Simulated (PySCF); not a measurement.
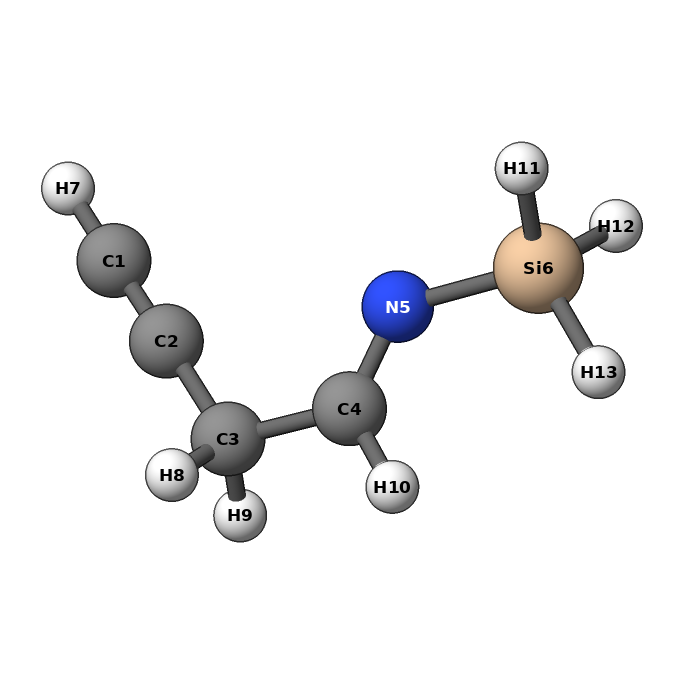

The computed structure is the end point of a PBE0-D3(BJ)/def2-SVP optimisation. No frequency run is at hand to confirm it as a minimum. Level of theory: GIAO BHandHLYP/pcSseg-1 NMR shielding, non-relativistic, gas phase (PySCF 2.14.0). Principal shieldings σ11 ≤ σ22 ≤ σ33, span Ω = σ33 − σ11, skew κ = 3(σiso − σ22)/Ω.

Give the shielding tensors of the Si atoms.

```csv
atom,σ11,σ22,σ33,σiso,Ω,κ
Si6,348.4,396.7,466.5,403.9,118.1,0.18
```

Shieldings and span in ppm.
